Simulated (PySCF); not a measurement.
**C₅H₉NOSi: electronic excitations**

Aim: predict the electronic excitations of C₅H₉NOSi (`Cc1ccoc1N[SiH3]`).

Programs: PySCF 2.14.0, with density-fitted response routines of our own. Each step states its level of theory. These are calculated values for one molecule in the gas phase, unless marked as measured. Atoms are numbered from 0 throughout.

## 1. Starting geometry

17 atoms, charge 0, multiplicity 1; geometry from: GFN2-xTB.

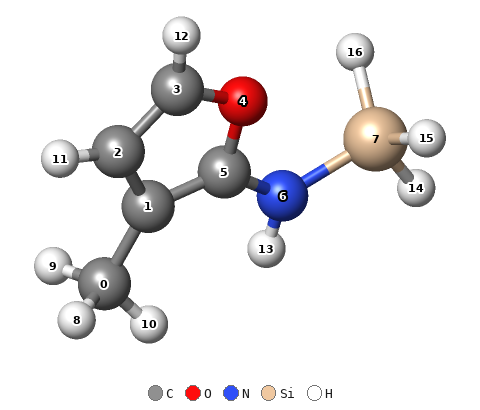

The starting geometry (carbon grey, oxygen red, nitrogen blue, silicon light orange, hydrogen white), atoms numbered; sticks join atoms by distance.

## 2. Ultraviolet spectrum: CAM-B3LYP/def2-SVPD

What the job is given:

```
{"job": {"kind": "uv", "xc": "CAM-B3LYP", "basis": "def2-SVPD", "nstates": 8, "ntriplets": 3}, "charge": 0, "multiplicity": 1}
C     -1.722185    -1.638938    -0.030820
C     -1.170201    -0.253007    -0.013020
C     -1.915504     0.960885    -0.017999
C     -1.016846     1.974655    -0.006714
O      0.249638     1.480640     0.002997
C      0.142827     0.137728    -0.002135
N      1.315627    -0.567992     0.005831
Si     2.858976     0.216021     0.039551
H     -2.585746    -1.707612     0.628190
H     -2.043034    -1.915754    -1.036259
H     -0.976015    -2.358685     0.300619
H     -2.983085     1.047894    -0.026271
H     -1.122892     3.039960    -0.004389
H      1.191053    -1.565088     0.006979
H      3.781336    -0.918971     0.050588
H      2.973253     1.033071     1.248060
H      3.015800     1.047224    -1.155119
```

Method: TDDFT CAM-B3LYP/def2-SVPD, vertical, gas phase, core orbitals frozen in the response.

The run is started by

```bash
> OMP_NUM_THREADS=1 python probes_run.py task.json out
```

One launch serves the whole session: the jobs run in the order shown.

What it wrote:

```text
coarse grid: 14784 points
cycle   1  E = -614.7769612539  dE =  1.539e+00  |g| = 5.306e-01  |ddm| = 8.345e+00
cycle   2  E = -614.7870494794  dE = -1.009e-02  |g| = 5.406e-01  |ddm| = 1.819e+00
cycle   3  E = -614.8419547591  dE = -5.491e-02  |g| = 6.628e-02  |ddm| = 8.490e-01
cycle   4  E = -614.8425411494  dE = -5.864e-04  |g| = 3.893e-02  |ddm| = 1.655e-01
cycle   5  E = -614.8428413075  dE = -3.002e-04  |g| = 9.650e-03  |ddm| = 7.584e-02
cycle   6  E = -614.8428619755  dE = -2.067e-05  |g| = 2.902e-03  |ddm| = 3.059e-02
cycle   7  E = -614.8428640776  dE = -2.102e-06  |g| = 7.483e-04  |ddm| = 6.444e-03
final grid: 138520 points
cycle   8  E = -614.9433364954  dE = -3.706e-05  |g| = 3.701e-03  |ddm| = 1.286e-01
cycle   9  E = -614.9433366914  dE = -1.960e-07  |g| = 3.831e-03  |ddm| = 1.912e-02
cycle  10  E = -614.9433396952  dE = -3.004e-06  |g| = 5.801e-04  |ddm| = 5.870e-03
cycle  11  E = -614.9433397580  dE = -6.281e-08  |g| = 1.935e-04  |ddm| = 1.246e-03
cycle  12  E = -614.9433397658  dE = -7.768e-09  |g| = 6.776e-05  |ddm| = 5.294e-04
cycle  13  E = -614.9433397668  dE = -9.904e-10  |g| = 1.112e-05  |ddm| = 1.421e-04
converged SCF energy = -614.9433397668

Static polarisability (au): isotropic 95.124, principal 68.044 98.999 118.328

Singlet excitations
state   eV       nm        f      main configurations
  1   4.7624    260.3   0.00353   H->L 0.93
  2   5.4268    228.5   0.22196   H->L+3 0.87, H->L+2 0.09
  3   5.7285    216.4   0.00217   H->L+4 0.49, H->L+1 0.40
  4   5.8520    211.9   0.00400   H->L+2 0.82, H->L+3 0.08
  5   6.0157    206.1   0.00621   H->L+1 0.45, H->L+4 0.45
  6   6.1666    201.1   0.01622   H->L+5 0.88
  7   6.3432    195.5   0.14206   H->L+6 0.82
  8   6.7786    182.9   0.00434   H->L+8 0.46, H->L+7 0.24, H->L+9 0.17

Triplet excitations (Tamm-Dancoff, eV): 3.7048 4.6510 5.0379
```

Wall time 1.8 min (1 thread of Arm Neoverse N1, shared host); peak memory 1.1 GiB.

The orbitals next to the gap, with their largest atomic shares:

```
orbital      eV                         atoms
 HOMO−3  -11.27   Si7 38 %, H14 32 %, H15 8 %
 HOMO−2  -10.27    N6 30 %, Si7 18 %, C5 12 %
 HOMO−1   -9.01     C2 32 %, O4 21 %, C1 18 %
   HOMO   -6.55     C3 21 %, N6 19 %, C1 19 %
   LUMO    0.98   Si7 27 %, H13 13 %, C0 11 %
 LUMO+1    1.48  Si7 53 %, H16 11 %, H15 11 %
 LUMO+2    1.76    C0 19 %, Si7 18 %, H8 10 %
```

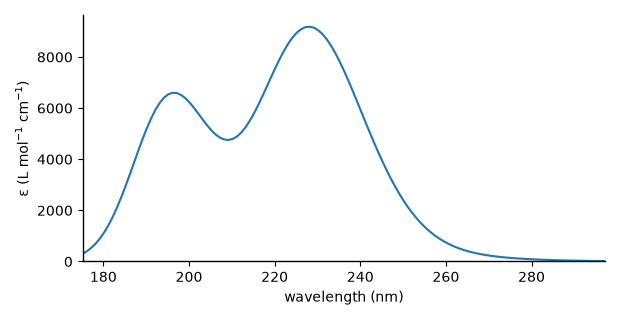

Absorption spectrum: each of the 8 states is a Gaussian band of 0.4 eV half-width at 1/e. Beyond the last state computed it falls off for lack of states.

Ground-state properties from the same run:

```
           property  computed
  dipole moment (D)      1.30
polarisability (Å³)     14.10
 HOMO–LUMO gap (eV)      7.53
      −ε(HOMO) (eV)      6.55
```

## 3. Outcome

```
                                quantity                        value
    lowest singlet (CAM-B3LYP/def2-SVPD)  4.76 eV (260 nm), f = 0.004
brightest single state of those computed  state 2, 5.43 eV, f = 0.222
                          lowest triplet                      3.70 eV
```

The first singlet state (HOMO→LUMO 0.93) lies at 4.76 eV and is weak; of the 8 states computed, the strongest absorption comes from state 2 at 5.43 eV. The lowest triplet lies 1.06 eV below the lowest singlet (triplets in Tamm-Dancoff, singlets in full TDDFT).
